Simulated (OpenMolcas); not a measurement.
**Multiconfigurational calculation, with input and output: Yb³⁺ complex**

- system: Yb³⁺ with 8 ligands (F; cube, 2.29 Å), neutralised by 8 outer point charges of +0.62 e, whose field is part of the energies.
- method: state-averaged SS-CASPT2, IPEA shift 0.25, imaginary shift 0.1 hartree, closed shells 5s 5p of the metal and the valence shells of the ligands correlated, active space 13 electrons in the shell 4f, basis ANO-RCC-VDZP on the metal and ANO-RCC-VDZP on the ligands, DKH2 scalar Hamiltonian, spin-orbit coupling by RASSI with atomic mean-field integrals (OpenMolcas)

**Key numbers**

```tsv
quantity	value
outcome	converged
energy of the lowest spin-free term	−14847.63082 hartree
energy of the lowest spin-orbit level	−14847.64992 hartree
CASPT2 correlation energy	−2.5867 hartree
largest spread among components of a term	15.8 cm⁻¹
lowest reference weight	0.641
hardware	1 thread of AMD EPYC (Zen 5), 16 GiB of memory available, shared host
wall time	27 s
peak memory	0.6 GiB
```

**Remarks**

Limits: distances are set from ionic radii, not optimised.

**Input**
```
&GATEWAY
Coord
9

Yb 0.0 0.0 0.0
F 1.322132 1.322132 1.322132
F 1.322132 1.322132 -1.322132
F 1.322132 -1.322132 1.322132
F 1.322132 -1.322132 -1.322132
F -1.322132 1.322132 1.322132
F -1.322132 1.322132 -1.322132
F -1.322132 -1.322132 1.322132
F -1.322132 -1.322132 -1.322132
Basis=Yb.ANO-RCC-VDZP,F.ANO-RCC-VDZP
Group=XYZ
NoMove
AngMom=0.0 0.0 0.0
AMFI
RICD
XField
4 Angstrom 0
2.707773 2.707773 2.707773 0.625000
2.707773 2.707773 -2.707773 0.625000
2.707773 -2.707773 2.707773 0.625000
2.707773 -2.707773 -2.707773 0.625000
&SEWARD
&RASSCF
FileOrb=start.orb
Symmetry=2
Spin=2
nActEl=13 0 0
Inactive=35 32
Ras2=0 7
CIRoot=7 7 1
SDav=7
CIMx=300
Iter=150 100
PrWF=0.3
OrbListing=Nothing
MaxOrb=0
LevShft=1.0
>>> COPY $Project.JobIph JOB001
&RASSI
NrOfJobIphs=1 7
1 2 3 4 5 6 7
IphNames
JOB001
EJob
SpinOrbit
DIPRint=1.0
SOCoupling=1000.0
Subsets=2
Property=9
'ANGMOM' 1 'ANGMOM' 2 'ANGMOM' 3 'MLTPL  1' 1 'MLTPL  1' 2 'MLTPL  1' 3
'AMFI' 1 'AMFI' 2 'AMFI' 3
SOProperty=3
'ANGMOM' 1 'ANGMOM' 2 'ANGMOM' 3
>>> COPY JOB001 $Project.JobIph
&CASPT2
Multistate=7 1 2 3 4 5 6 7
NoMult
Frozen=18 13
IPEA=0.25
Imaginary=0.1
MaxIter=60
WThr=0.0 0.3 0.05
PrWF=0.5
NoMix
```

The file start.orb holds starting orbitals from an earlier step. A driver script formed the levels outside the program, from RASSI's spin-orbit matrix and the CASPT2 energies (for multi-state variants, the effective Hamiltonian), averaged over the components of each term or state. The log and the time are those of the CASPT2 step.

Launched with:
```bash
OMP_NUM_THREADS=1 MOLCAS_MEM=2457 MOLCAS_PROJECT=a pymolcas a.inp > a.log  # once for each step of the input, in one work folder
```

**Log (extracts)**
```
--- CASPT2 ---
Orbital specifications:
      -----------------------

      Symmetry species                           1   2
                                                ag  au
      Frozen orbitals                           18  13
      Inactive orbitals                         17  19
      Active orbitals                            0   7
      Secondary orbitals                        57  49
      Deleted orbitals                           0   0
      Number of basis functions                 92  88
Type of calculation                        SS-CASPT2
      Fock operator                              state-specific
      IPEA shift                                 0.25
      Real shift                                 0.00
      Imaginary shift                            0.10
      The input orbitals will be transformed to quasi-canonical
Reference energy:      -14845.0441566603
      E2 (Non-variational):      -2.5851071180
      Shift correction:          -0.0015569176
      E2 (Variational):          -2.5866640356
      Total energy:          -14847.6308206959
      Residual norm:              0.0000003737
      Reference weight:           0.64099
      Contributions to the CASPT2 correlation energy
      Active & Virtual Only:         -0.4755621489
      One Inactive Excited:          -0.2176768388
      Two Inactive Excited:          -1.8918681304
Reference energy:      -14845.0416789360
      E2 (Non-variational):      -2.5842358749
      Shift correction:          -0.0015565152
      E2 (Variational):          -2.5857923902
      Total energy:          -14847.6274713262
      Residual norm:              0.0000006455
      Reference weight:           0.64107
      Contributions to the CASPT2 correlation energy
      Active & Virtual Only:         -0.4752066889
      One Inactive Excited:          -0.2176241604
      Two Inactive Excited:          -1.8914050256
::    CASPT2 Root  1     Total energy: -14847.63082070
::    CASPT2 Root  2     Total energy: -14847.62747133
::    CASPT2 Root  3     Total energy: -14847.62749783
::    CASPT2 Root  4     Total energy: -14847.62750197
::    CASPT2 Root  5     Total energy: -14847.62746777
::    CASPT2 Root  6     Total energy: -14847.62753996
::    CASPT2 Root  7     Total energy: -14847.62753586
```

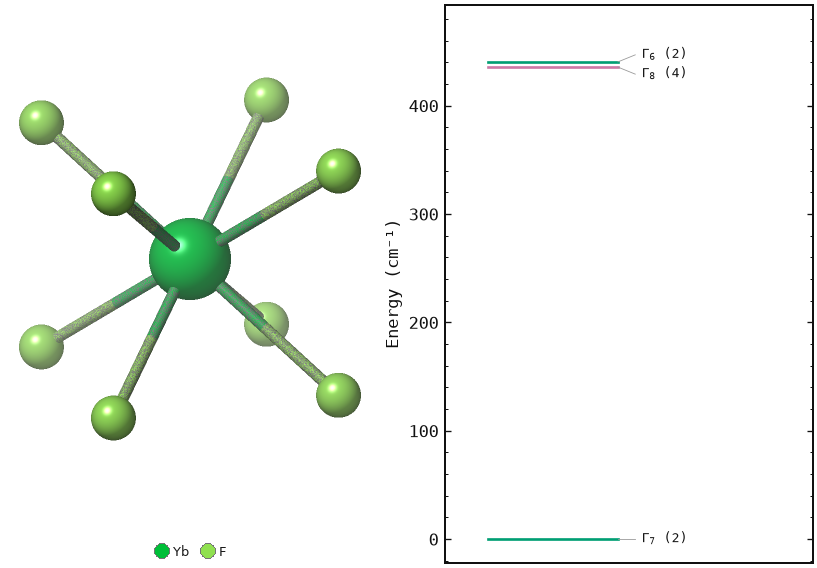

Figure 1. Yb³⁺ (4f¹³) with 8 ligands, F⁻, at 2.29 Å (arrangement: cube, Oh), neutralised by outer point charges of +0.62 e, and its levels. Labels give the representation in O, Td, D4 or D3 as the site allows (double group for half-integer spin) where it could be assigned and, in brackets, the degeneracy; spin-free states, where drawn, share the zero of the spin-orbit levels. The ground level is Γ₇, a Kramers doublet, 100 % from states of spin multiplicity 2, effective J = 3.50, with |mJ| = 5/2 the largest share (75 %). Its principal g values are 3.46, 3.46 and 3.46, isotropic. The next level lies at 436 cm⁻¹ (Γ₈). The lowest J multiplet spreads over 440 cm⁻¹.
